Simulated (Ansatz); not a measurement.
Breaking the N3–H4 bond in GeH3N (SMILES [NH2][GeH]) (multiplicity 1 held, fragments rigid). Energies count from the point at 1.008 Å.
Geometry at that point (charge 0, multiplicity 1):
| atom | x (Å) | y (Å) | z (Å) |
|---|---|---|---|
| Ge | -0.1424 | 0.2401 | 0.3120 |
| H | -0.5005 | 1.3459 | -0.7974 |
| N | 0.5161 | -0.9212 | -0.9385 |
| H | 0.5585 | -0.7543 | -1.9320 |
| H | 0.8851 | -1.8250 | -0.6851 |

R- and RO- levels are restricted; in cc, def2 and unpolarised 6-31G sets they are followed outwards from rest. U- levels take the lowest unrestricted solution at each point, which mixes spins at long bonds. Active spaces are followed from a long bond inwards. Curves can end on different states.

Correlated levels freeze the cores. Filled d and f shells under p-block atoms count as core.

The values were computed with Ansatz (an electronic-structure program) with Gaussian orbitals. Each number belongs to the level named beside it.

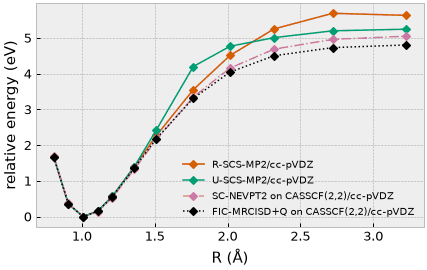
Relative energy along the coordinate

Doubts at one or more of the structures used: a restricted determinant that unrestricted orbitals would lower (R-SCS-MP2/cc-pVDZ); a spin-contaminated determinant (U-SCS-MP2/cc-pVDZ).
